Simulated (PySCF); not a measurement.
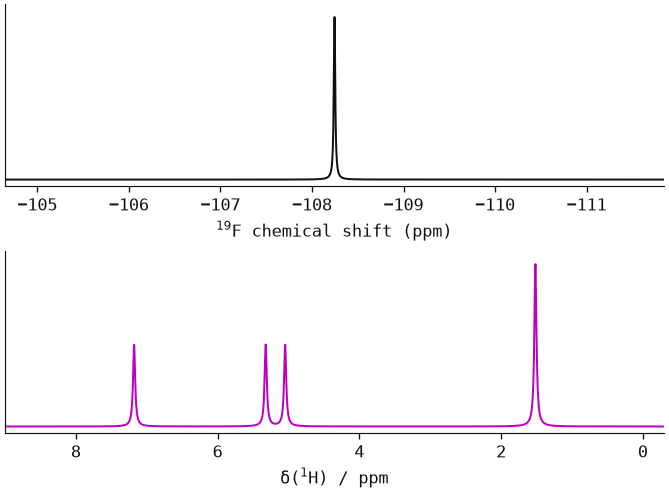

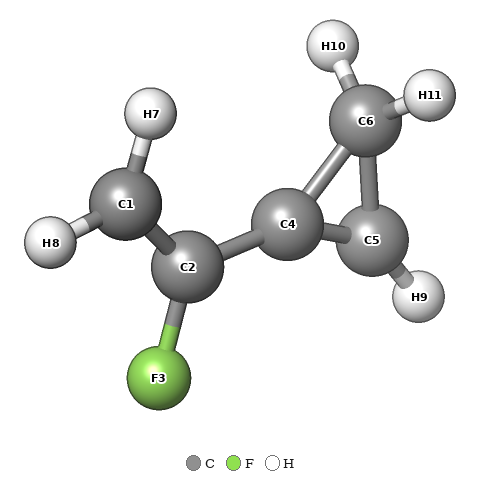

Spectrum and numbered structure of C₅H₅F, SMILES C=C(F)C1=CC1. GIAO shifts, PBE0/IGLO-III in PySCF 2.14.0, at a PBE0-D3(BJ)/def2-SVP geometry (no frequency check), against CFCl₃ for ¹⁹F and TMS for ¹H computed at the same level (¹⁹F: this reference is a hard case for the method, so all values can be off together by tens of ppm, and differences between signals are safer). Gas phase, fully decoupled, line heights follow the number of nuclei, widths are arbitrary (no quadrupolar broadening); values of one conformer, averaged over methyl-type rotors and exact or near symmetry; other conformers aren't averaged in.

Where does the ¹⁹F line lie?

Answer. At −108.2 ppm (F3).

Which ¹H nuclei are the least shielded, and which the most?

Answer. Least shielded: H9 at 7.18 ppm. Most shielded: H10 and H11 at 1.52 ppm.
